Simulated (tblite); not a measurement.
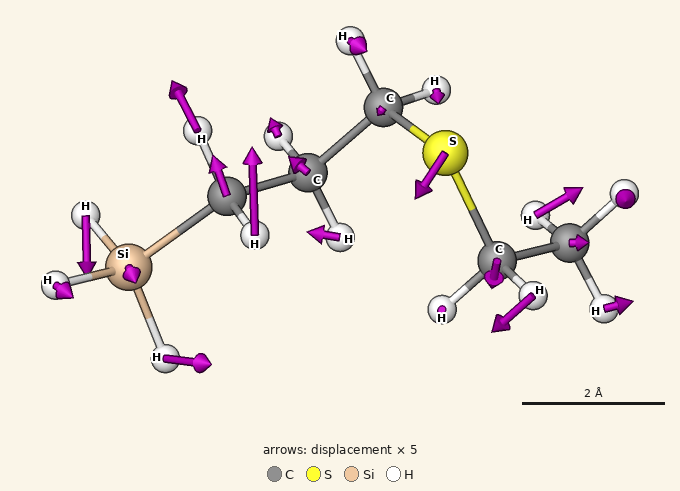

A relaxation of C₅H₁₄SSi. The starting structure is drawn; purple arrows show the displacements, 5 times their true length. The two geometries are superimposed by the best rigid fit.

Style: ball-and-stick. Shown face on.

Method: GFN2-xTB geometry optimisation, gas phase (tblite). 

> Which element moves most?

Hydrogen: up to 0.26 Å, against 0.16 Å for sulfur.

> What happened in the run?

After 88 geometry steps the energy has fallen by 8.11 kJ/mol. The largest move after the best rigid fit is that of an H atom, 0.26 Å. Largest moves by element: H 0.26 Å, S 0.16 Å, C 0.13 Å, Si 0.07 Å. Among the contacts that change: C–Si 1.867 → 1.899 Å, H–Si 1.487 → 1.462 Å, C–S 1.845 → 1.825 Å, C–H 1.108 → 1.090 Å. Among the angles between lasting bonds that change: H–C–H 106.2° → 108.7°, S–C–H 110.6° → 108.1°, C–C–C 114.8° → 112.3°.
